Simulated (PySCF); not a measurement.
**C₂H₅FS₂Si: NMR shifts at several levels of theory**

How much do the NMR shifts of C₂H₅FS₂Si (`C=CS[Si@H](F)S`) depend on the level of theory, and what does each level cost?

Programs: PySCF 2.14.0, with density-fitted response routines of our own. Each step states its level of theory. These are calculated values for one molecule in the gas phase, unless marked as measured. Atoms are numbered from 0 throughout.

## 1. The starting structure

11 atoms, charge 0, multiplicity 1; geometry from: PBE0-D3(BJ)/def2-SVP.

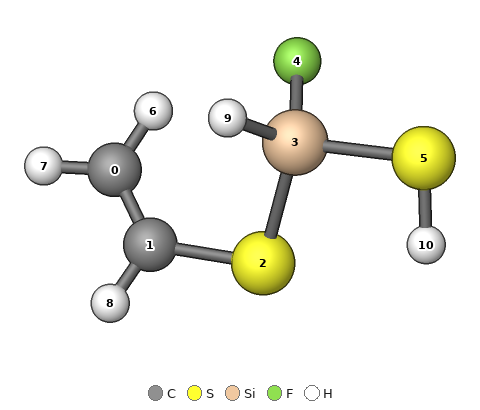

The starting geometry (carbon grey, sulfur yellow, silicon light orange, fluorine green, hydrogen white), atoms numbered.

## 2. NMR shieldings: PBE0/6-31G*

What the job is given:

```
{"job": {"kind": "nmr", "xc": "PBE0", "basis": "6-31G*", "pop": true}, "charge": 0, "multiplicity": 1}
C     -2.008275     0.055970    -0.403918
C     -1.242132    -0.746555     0.338073
S      0.403892    -1.284767    -0.052460
Si     1.199760     0.524896    -0.842821
F      0.573357     0.876816    -2.302439
S      3.294856     0.212835    -1.075373
H     -1.682594     0.456546    -1.367907
H     -3.004752     0.332557    -0.049838
H     -1.603302    -1.158058     1.286174
H      0.843578     1.679986     0.012824
H      3.266435    -0.976092    -0.434234
```

Level: GIAO PBE0/6-31G* NMR shielding, non-relativistic, gas phase.

Launch:

```
$ OMP_NUM_THREADS=1 python probes_run.py task.json out
```

The driver reads the jobs from task.json and runs them one after another.

Output:

```text
coarse grid: 11232 points
cycle   1  E = -1264.3577793551  dE =  5.747e-01  |g| = 6.062e-01  |ddm| = 3.223e+00
cycle   2  E = -1264.2759545703  dE =  8.182e-02  |g| = 9.311e-01  |ddm| = 1.441e+00
cycle   3  E = -1264.4347523508  dE = -1.588e-01  |g| = 8.295e-02  |ddm| = 8.877e-01
cycle   4  E = -1264.4364061317  dE = -1.654e-03  |g| = 2.544e-02  |ddm| = 1.311e-01
cycle   5  E = -1264.4365707401  dE = -1.646e-04  |g| = 1.099e-02  |ddm| = 4.203e-02
cycle   6  E = -1264.4366025871  dE = -3.185e-05  |g| = 3.301e-03  |ddm| = 1.324e-02
cycle   7  E = -1264.4366053894  dE = -2.802e-06  |g| = 6.277e-04  |ddm| = 3.505e-03
final grid: 96304 points
cycle   8  E = -1264.3704451133  dE = -1.038e-05  |g| = 7.221e-03  |ddm| = 2.284e-02
cycle   9  E = -1264.3704373720  dE =  7.741e-06  |g| = 8.796e-03  |ddm| = 1.967e-02
cycle  10  E = -1264.3704607886  dE = -2.342e-05  |g| = 6.466e-04  |ddm| = 1.140e-02
cycle  11  E = -1264.3704609048  dE = -1.162e-07  |g| = 2.118e-04  |ddm| = 9.992e-04
cycle  12  E = -1264.3704609157  dE = -1.092e-08  |g| = 5.898e-05  |ddm| = 2.435e-04
cycle  13  E = -1264.3704609166  dE = -9.106e-10  |g| = 1.650e-05  |ddm| = 7.694e-05
converged SCF energy = -1264.3704609166

GIAO shielding tensors (ppm)
atom      isotropic    diamagn.    paramagn.     s11        s22        s33       span
  0 C       74.458     258.929    -184.471    -26.457     84.451    165.380    191.837
  1 C       71.660     258.432    -186.772    -24.340     81.329    157.991    182.331
  2 S      557.424    1059.966    -502.542    422.452    524.154    725.668    303.216
  3 Si     375.449     878.554    -503.105    340.015    378.181    408.152     68.138
  4 F      312.877     468.052    -155.174    289.712    307.793    341.127     51.415
  5 S      690.515    1055.865    -365.350    592.402    662.382    816.760    224.358
  6 H       26.199      31.764      -5.566     23.326     24.366     30.904      7.578
  7 H       26.429      29.280      -2.851     23.876     25.356     30.054      6.178
  8 H       25.808      30.119      -4.311     21.966     26.407     29.049      7.083
  9 H       26.002      30.254      -4.252     22.873     23.705     31.428      8.555
 10 H       31.256      30.367       0.888     23.116     30.904     39.746     16.630
```

Run time: 5.5 s. Hardware: 1 thread of AMD EPYC 9R45, shared host; peak memory 0.61 GiB.

The references, computed at this level on geometries of the same kind, shield at (ppm): 1H TMS 31.96, 13C TMS 194.1, 29Si TMS 418.1, 19F CFCl3 198.9, 33S CS2 546. Their shielding less the atom's gives the shift. The references are single molecules in the gas phase, so shifts against H2O, NH3, PH3, H3PO4 or CFCl3 are not on the usual liquid scales and can be off by tens of ppm.

```
atoms                             environment  σ (ppm)  δ (ppm)
   C1                               alkene CH     71.7    122.5
   C0                    terminal =CH2 carbon     74.5    119.7
   H8                hydrogen on an alkene CH    25.81     6.16
   H9  hydrogen on a silicon bonded to F, 2 S    26.00     5.96
   H6      hydrogen on a terminal =CH2 carbon    26.20     5.76
   H7      hydrogen on a terminal =CH2 carbon    26.43     5.53
  H10       hydrogen on a sulfur bonded to Si    31.26     0.71
   S2                  sulfur bonded to C, Si      557      -12
   S5                  sulfur bonded to Si, H      691     -145
  Si3             silicon bonded to F, 2 S, H    375.4     42.6
   F4                   fluorine bonded to Si    312.9   -114.0
```

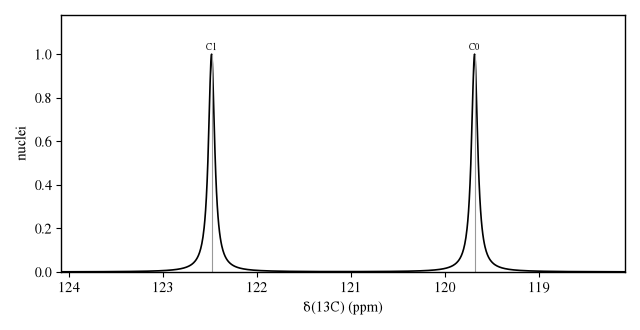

13C lines at the computed shifts, without couplings. Lines are broadened to a width of 0.08 ppm (Lorentzian).

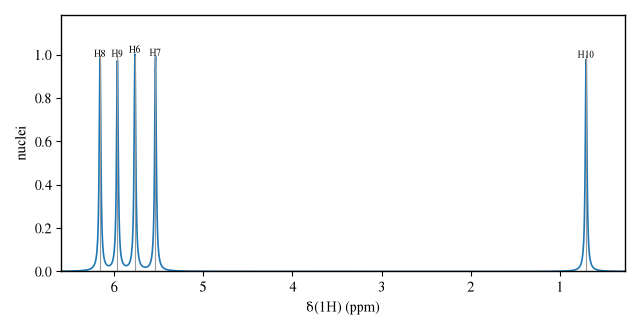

1H lines at the computed shifts, without couplings. Lines are broadened to a width of 0.02 ppm (Lorentzian).

The run also stored atomic charges by several schemes (e):

```
atoms  Mulliken    IAO  Hirshfeld  ESP fit
   C0     -0.36  -0.31      -0.08    -0.36
   C1     -0.32  -0.24      -0.04    -0.07
   S2     -0.10  -0.13      -0.09    -0.20
  Si3      0.76   1.01       0.34     0.32
   F4     -0.38  -0.52      -0.19    -0.15
   S5     -0.31  -0.29      -0.13    -0.27
```

Mulliken charges:

```
atom  value (e)
  C0      -0.36
  C1      -0.32
  S2      -0.10
 Si3       0.76
  F4      -0.38
  S5      -0.31
  H6       0.21
  H7       0.19
  H8       0.22
  H9      -0.05
 H10       0.15
```

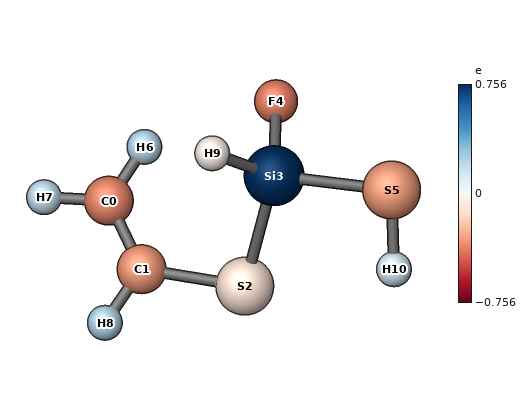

Mulliken charges, as colours on the atoms.

Mayer bond orders: C0–C1 1.91, C1–S2 1.02, S2–Si3 0.99, Si3–F4 0.98, Si3–S5 1.00.

## 3. Shielding tensors: PBE0/6-311+G(2d,p)

The job, as its differences from that of step 2:

```diff
@@ -1,2 +1,2 @@
-{"job": {"kind": "nmr", "xc": "PBE0", "basis": "6-31G*", "pop": true}, "charge": 0, "multiplicity": 1}
+{"job": {"kind": "nmr", "xc": "PBE0", "basis": "6-311+G(2d,p)", "pop": true}, "charge": 0, "multiplicity": 1}
 C     -2.008275     0.055970    -0.403918
```

Level: GIAO PBE0/6-311+G(2d,p) NMR shielding, non-relativistic, gas phase.

Output:

```text
coarse grid: 11232 points
cycle   1  E = -1264.4515968392  dE =  5.106e-01  |g| = 6.296e-01  |ddm| = 2.918e+00
cycle   2  E = -1264.3617946001  dE =  8.980e-02  |g| = 9.798e-01  |ddm| = 1.180e+00
cycle   3  E = -1264.5196472957  dE = -1.579e-01  |g| = 9.564e-02  |ddm| = 7.460e-01
cycle   4  E = -1264.5212084822  dE = -1.561e-03  |g| = 4.088e-02  |ddm| = 1.317e-01
cycle   5  E = -1264.5215559160  dE = -3.474e-04  |g| = 9.992e-03  |ddm| = 5.499e-02
cycle   6  E = -1264.5215778702  dE = -2.195e-05  |g| = 5.090e-03  |ddm| = 1.857e-02
cycle   7  E = -1264.5215838094  dE = -5.939e-06  |g| = 1.347e-03  |ddm| = 4.555e-03
final grid: 96304 points
cycle   8  E = -1264.5306754596  dE = -3.307e-05  |g| = 9.050e-03  |ddm| = 3.986e-02
cycle   9  E = -1264.5306616997  dE =  1.376e-05  |g| = 1.113e-02  |ddm| = 1.756e-02
cycle  10  E = -1264.5306912546  dE = -2.955e-05  |g| = 1.647e-03  |ddm| = 1.161e-02
cycle  11  E = -1264.5306918594  dE = -6.048e-07  |g| = 4.019e-04  |ddm| = 2.084e-03
cycle  12  E = -1264.5306918981  dE = -3.874e-08  |g| = 1.184e-04  |ddm| = 4.630e-04
cycle  13  E = -1264.5306919015  dE = -3.410e-09  |g| = 3.365e-05  |ddm| = 1.466e-04
cycle  14  E = -1264.5306919018  dE = -2.447e-10  |g| = 1.162e-05  |ddm| = 4.574e-05
converged SCF energy = -1264.5306919018

GIAO shielding tensors (ppm)
atom      isotropic    diamagn.    paramagn.     s11        s22        s33       span
  0 C       58.167     260.299    -202.133    -53.541     70.203    157.838    211.380
  1 C       50.775     253.759    -202.984    -57.488     62.934    146.879    204.367
  2 S      495.504    1059.864    -564.359    347.165    467.505    671.843    324.678
  3 Si     330.241     879.815    -549.574    292.855    334.484    363.384     70.529
  4 F      302.383     469.177    -166.795    277.123    296.024    334.002     56.879
  5 S      666.136    1055.753    -389.617    556.463    636.337    805.608    249.145
  6 H       25.323      33.602      -8.280     22.465     23.427     30.076      7.612
  7 H       25.809      30.329      -4.521     23.199     24.788     29.439      6.241
  8 H       24.963      30.179      -5.215     21.646     24.912     28.332      6.686
  9 H       25.318      31.138      -5.820     22.221     23.343     30.390      8.168
 10 H       30.530      29.490       1.041     22.154     29.995     39.442     17.288
```

Wall time 13 s (1 thread of AMD EPYC 9R45, shared host); peak memory 0.99 GiB.

Key values: δ C1 135.7, C0 128.3, S2 12, S5 -159, H8 6.55, H9 6.19 ppm.

## 4. Shielding tensors: PBE0/def2-SVP

The job, as its differences from that of step 3:

```diff
@@ -1,2 +1,2 @@
-{"job": {"kind": "nmr", "xc": "PBE0", "basis": "6-311+G(2d,p)", "pop": true}, "charge": 0, "multiplicity": 1}
+{"job": {"kind": "nmr", "xc": "PBE0", "basis": "def2-SVP", "pop": true}, "charge": 0, "multiplicity": 1}
 C     -2.008275     0.055970    -0.403918
```

Method: GIAO PBE0/def2-SVP NMR shielding, non-relativistic, gas phase.

Output:

```text
coarse grid: 11232 points
cycle   1  E = -1263.7575507019  dE =  5.059e-01  |g| = 5.894e-01  |ddm| = 3.423e+00
cycle   2  E = -1263.6746256130  dE =  8.293e-02  |g| = 9.162e-01  |ddm| = 1.330e+00
cycle   3  E = -1263.8288138133  dE = -1.542e-01  |g| = 7.442e-02  |ddm| = 8.125e-01
cycle   4  E = -1263.8300445252  dE = -1.231e-03  |g| = 2.675e-02  |ddm| = 1.225e-01
cycle   5  E = -1263.8302215358  dE = -1.770e-04  |g| = 1.105e-02  |ddm| = 4.418e-02
cycle   6  E = -1263.8302543471  dE = -3.281e-05  |g| = 3.122e-03  |ddm| = 1.358e-02
cycle   7  E = -1263.8302568214  dE = -2.474e-06  |g| = 6.961e-04  |ddm| = 3.553e-03
final grid: 96304 points
cycle   8  E = -1263.9596195113  dE = -1.326e-05  |g| = 6.723e-03  |ddm| = 2.534e-02
cycle   9  E = -1263.9596126698  dE =  6.841e-06  |g| = 8.158e-03  |ddm| = 1.785e-02
cycle  10  E = -1263.9596322836  dE = -1.961e-05  |g| = 6.990e-04  |ddm| = 1.056e-02
cycle  11  E = -1263.9596324193  dE = -1.357e-07  |g| = 2.066e-04  |ddm| = 1.022e-03
cycle  12  E = -1263.9596324295  dE = -1.019e-08  |g| = 6.304e-05  |ddm| = 2.466e-04
cycle  13  E = -1263.9596324305  dE = -1.038e-09  |g| = 1.721e-05  |ddm| = 7.878e-05
cycle  14  E = -1263.9596324306  dE = -7.367e-11  |g| = 5.226e-06  |ddm| = 2.259e-05
converged SCF energy = -1263.9596324306

GIAO shielding tensors (ppm)
atom      isotropic    diamagn.    paramagn.     s11        s22        s33       span
  0 C       70.991     254.176    -183.186    -34.412     78.705    168.679    203.091
  1 C       64.894     256.032    -191.138    -36.000     72.088    158.594    194.594
  2 S      576.938    1059.309    -482.372    453.400    545.319    732.094    278.694
  3 Si     388.354     880.401    -492.048    351.602    394.968    418.491     66.889
  4 F      314.294     468.505    -154.211    286.180    309.605    347.097     60.918
  5 S      722.270    1054.592    -332.322    629.670    698.787    838.353    208.683
  6 H       25.497      32.350      -6.853     22.407     23.444     30.641      8.234
  7 H       25.823      29.085      -3.262     23.077     24.868     29.524      6.447
  8 H       25.345      30.681      -5.336     21.765     25.564     28.706      6.941
  9 H       25.685      30.796      -5.111     22.586     23.346     31.123      8.537
 10 H       30.621      30.482       0.139     22.174     30.126     39.562     17.388
```

Wall time 5.8 s (1 thread of AMD EPYC 9R45, shared host); peak memory 0.67 GiB.

Key values: δ C1 128.8, C0 122.7, S2 -9, S5 -155, H8 6.00, H6 5.84 ppm.

## 5. Shielding tensors: PBE0/def2-TZVP

The job, as its differences from that of step 4:

```diff
@@ -1,2 +1,2 @@
-{"job": {"kind": "nmr", "xc": "PBE0", "basis": "def2-SVP", "pop": true}, "charge": 0, "multiplicity": 1}
+{"job": {"kind": "nmr", "xc": "PBE0", "basis": "def2-TZVP", "pop": true}, "charge": 0, "multiplicity": 1}
 C     -2.008275     0.055970    -0.403918
```

With the program's defaults for keys left out, this is: GIAO PBE0/def2-TZVP NMR shielding, non-relativistic, gas phase.

Output:

```text
coarse grid: 11232 points
cycle   1  E = -1264.4862244858  dE =  5.255e-01  |g| = 6.110e-01  |ddm| = 2.652e+00
cycle   2  E = -1264.3998913453  dE =  8.633e-02  |g| = 9.712e-01  |ddm| = 8.863e-01
cycle   3  E = -1264.5540761704  dE = -1.542e-01  |g| = 8.470e-02  |ddm| = 5.421e-01
cycle   4  E = -1264.5554995852  dE = -1.423e-03  |g| = 3.288e-02  |ddm| = 9.418e-02
cycle   5  E = -1264.5557081681  dE = -2.086e-04  |g| = 1.016e-02  |ddm| = 3.072e-02
cycle   6  E = -1264.5557326536  dE = -2.449e-05  |g| = 4.486e-03  |ddm| = 1.035e-02
cycle   7  E = -1264.5557372419  dE = -4.588e-06  |g| = 1.225e-03  |ddm| = 3.005e-03
final grid: 96304 points
cycle   8  E = -1264.5560089961  dE = -3.580e-05  |g| = 9.075e-03  |ddm| = 3.019e-02
cycle   9  E = -1264.5559960533  dE =  1.294e-05  |g| = 1.094e-02  |ddm| = 1.368e-02
cycle  10  E = -1264.5560246461  dE = -2.859e-05  |g| = 1.605e-03  |ddm| = 8.715e-03
cycle  11  E = -1264.5560252199  dE = -5.738e-07  |g| = 4.027e-04  |ddm| = 1.233e-03
cycle  12  E = -1264.5560252575  dE = -3.762e-08  |g| = 1.229e-04  |ddm| = 3.237e-04
cycle  13  E = -1264.5560252612  dE = -3.651e-09  |g| = 3.551e-05  |ddm| = 9.701e-05
cycle  14  E = -1264.5560252615  dE = -2.981e-10  |g| = 1.159e-05  |ddm| = 2.953e-05
converged SCF energy = -1264.5560252615

GIAO shielding tensors (ppm)
atom      isotropic    diamagn.    paramagn.     s11        s22        s33       span
  0 C       57.080     256.796    -199.716    -56.024     69.764    157.501    213.525
  1 C       50.166     251.968    -201.802    -59.091     61.707    147.883    206.974
  2 S      484.737    1057.699    -572.962    332.244    452.144    669.823    337.580
  3 Si     321.541     878.996    -557.455    284.727    324.841    355.054     70.327
  4 F      296.848     468.336    -171.488    267.438    284.871    338.235     70.797
  5 S      658.822    1055.283    -396.461    550.196    627.739    798.531    248.335
  6 H       25.303      32.229      -6.926     22.441     23.393     30.075      7.633
  7 H       25.736      29.676      -3.940     23.018     24.825     29.366      6.348
  8 H       24.953      29.973      -5.020     21.690     24.897     28.273      6.583
  9 H       25.392      30.408      -5.017     22.448     23.454     30.274      7.826
 10 H       30.425      30.298       0.127     22.196     29.815     39.264     17.068
```

Run time: 16 s. Hardware: 1 thread of AMD EPYC 9R45, shared host; peak memory 1 GiB.

This run: δ C1 136.5, C0 129.6, S2 7, S5 -167, H8 6.53, H6 6.18 ppm.

## 6. Nuclear shieldings: PBE0/cc-pVDZ

The job, as its differences from that of step 5:

```diff
@@ -1,2 +1,2 @@
-{"job": {"kind": "nmr", "xc": "PBE0", "basis": "def2-TZVP", "pop": true}, "charge": 0, "multiplicity": 1}
+{"job": {"kind": "nmr", "xc": "PBE0", "basis": "cc-pVDZ", "pop": true}, "charge": 0, "multiplicity": 1}
 C     -2.008275     0.055970    -0.403918
```

Method: GIAO PBE0/cc-pVDZ NMR shielding, non-relativistic, gas phase.

Output:

```text
coarse grid: 11232 points
cycle   1  E = -1264.3538601175  dE =  6.009e-01  |g| = 5.937e-01  |ddm| = 5.960e+00
cycle   2  E = -1264.2672712624  dE =  8.659e-02  |g| = 9.324e-01  |ddm| = 2.496e+00
cycle   3  E = -1264.4263649257  dE = -1.591e-01  |g| = 7.883e-02  |ddm| = 1.371e+00
cycle   4  E = -1264.4278105784  dE = -1.446e-03  |g| = 2.587e-02  |ddm| = 2.131e-01
cycle   5  E = -1264.4279754467  dE = -1.649e-04  |g| = 1.117e-02  |ddm| = 7.090e-02
cycle   6  E = -1264.4280102170  dE = -3.477e-05  |g| = 3.102e-03  |ddm| = 2.035e-02
cycle   7  E = -1264.4280126213  dE = -2.404e-06  |g| = 7.405e-04  |ddm| = 5.419e-03
final grid: 96304 points
cycle   8  E = -1264.4433931757  dE = -1.083e-05  |g| = 7.122e-03  |ddm| = 5.065e-02
cycle   9  E = -1264.4433844103  dE =  8.765e-06  |g| = 8.876e-03  |ddm| = 3.139e-02
cycle  10  E = -1264.4434078629  dE = -2.345e-05  |g| = 6.927e-04  |ddm| = 1.741e-02
cycle  11  E = -1264.4434079998  dE = -1.368e-07  |g| = 1.976e-04  |ddm| = 1.460e-03
cycle  12  E = -1264.4434080088  dE = -9.042e-09  |g| = 6.634e-05  |ddm| = 3.573e-04
cycle  13  E = -1264.4434080099  dE = -1.117e-09  |g| = 1.857e-05  |ddm| = 1.182e-04
cycle  14  E = -1264.4434080100  dE = -8.686e-11  |g| = 5.878e-06  |ddm| = 3.872e-05
converged SCF energy = -1264.4434080100

GIAO shielding tensors (ppm)
atom      isotropic    diamagn.    paramagn.     s11        s22        s33       span
  0 C       73.052     256.132    -183.079    -32.577     83.094    168.640    201.217
  1 C       66.509     255.986    -189.477    -33.566     75.084    158.009    191.575
  2 S      563.249    1060.975    -497.727    434.527    530.034    725.185    290.658
  3 Si     397.749     882.747    -484.998    362.002    402.518    428.727     66.725
  4 F      314.994     468.104    -153.110    289.841    314.696    340.444     50.603
  5 S      715.304    1056.448    -341.143    623.250    692.140    830.523    207.274
  6 H       25.263      32.602      -7.338     22.156     23.184     30.450      8.294
  7 H       25.676      29.039      -3.362     22.890     24.728     29.411      6.521
  8 H       25.114      30.960      -5.846     21.655     25.299     28.388      6.733
  9 H       25.553      30.933      -5.380     22.313     23.233     31.113      8.800
 10 H       30.579      30.497       0.082     22.129     30.078     39.530     17.400
```

It took 6.2 s on 1 thread of AMD EPYC 9R45, shared host; peak memory 0.68 GiB.

In short: δ C1 130.2, C0 123.7, S2 -14, S5 -166, H8 6.18, H6 6.03 ppm.

## 7. Shielding tensors: PBE0/cc-pVTZ

The job, as its differences from that of step 6:

```diff
@@ -1,2 +1,2 @@
-{"job": {"kind": "nmr", "xc": "PBE0", "basis": "cc-pVDZ", "pop": true}, "charge": 0, "multiplicity": 1}
+{"job": {"kind": "nmr", "xc": "PBE0", "basis": "cc-pVTZ", "pop": true}, "charge": 0, "multiplicity": 1}
 C     -2.008275     0.055970    -0.403918
```

Method: GIAO PBE0/cc-pVTZ NMR shielding, non-relativistic, gas phase.

Output:

```text
coarse grid: 11232 points
cycle   1  E = -1264.4745373527  dE =  5.387e-01  |g| = 6.114e-01  |ddm| = 6.135e+00
cycle   2  E = -1264.3888192219  dE =  8.572e-02  |g| = 9.734e-01  |ddm| = 1.808e+00
cycle   3  E = -1264.5432481068  dE = -1.544e-01  |g| = 8.274e-02  |ddm| = 1.034e+00
cycle   4  E = -1264.5446476246  dE = -1.400e-03  |g| = 3.023e-02  |ddm| = 1.706e-01
cycle   5  E = -1264.5448319532  dE = -1.843e-04  |g| = 1.102e-02  |ddm| = 5.489e-02
cycle   6  E = -1264.5448644842  dE = -3.253e-05  |g| = 3.646e-03  |ddm| = 1.811e-02
cycle   7  E = -1264.5448673480  dE = -2.864e-06  |g| = 1.235e-03  |ddm| = 5.703e-03
final grid: 96304 points
cycle   8  E = -1264.5572841038  dE = -4.317e-05  |g| = 8.371e-03  |ddm| = 7.603e-02
cycle   9  E = -1264.5572719947  dE =  1.211e-05  |g| = 1.037e-02  |ddm| = 2.774e-02
cycle  10  E = -1264.5573000750  dE = -2.808e-05  |g| = 1.330e-03  |ddm| = 1.663e-02
cycle  11  E = -1264.5573004934  dE = -4.184e-07  |g| = 3.795e-04  |ddm| = 2.061e-03
cycle  12  E = -1264.5573005260  dE = -3.261e-08  |g| = 1.284e-04  |ddm| = 6.168e-04
cycle  13  E = -1264.5573005302  dE = -4.197e-09  |g| = 3.105e-05  |ddm| = 1.894e-04
cycle  14  E = -1264.5573005304  dE = -2.340e-10  |g| = 1.078e-05  |ddm| = 5.091e-05
converged SCF energy = -1264.5573005304

GIAO shielding tensors (ppm)
atom      isotropic    diamagn.    paramagn.     s11        s22        s33       span
  0 C       58.587     256.139    -197.552    -53.736     71.315    158.183    211.919
  1 C       51.364     252.172    -200.807    -56.765     62.729    148.129    204.894
  2 S      528.277    1060.140    -531.862    391.510    497.081    696.241    304.732
  3 Si     346.519     884.623    -538.104    310.909    347.795    380.854     69.944
  4 F      303.446     466.219    -162.774    276.163    293.112    341.062     64.899
  5 S      689.939    1056.182    -366.243    588.982    663.066    817.769    228.787
  6 H       25.129      31.989      -6.860     22.236     23.203     29.949      7.713
  7 H       25.553      30.265      -4.712     22.836     24.563     29.259      6.423
  8 H       24.781      30.636      -5.854     21.410     24.807     28.127      6.717
  9 H       25.376      30.597      -5.221     22.331     23.343     30.453      8.121
 10 H       30.351      30.524      -0.173     22.021     29.658     39.375     17.353
```

Wall time 18 s (1 thread of AMD EPYC 9R45, shared host); peak memory 1.1 GiB.

This run: δ C1 135.9, C0 128.7, S2 -3, S5 -165, H8 6.51, H6 6.16 ppm.

[end of part 1 of 2]
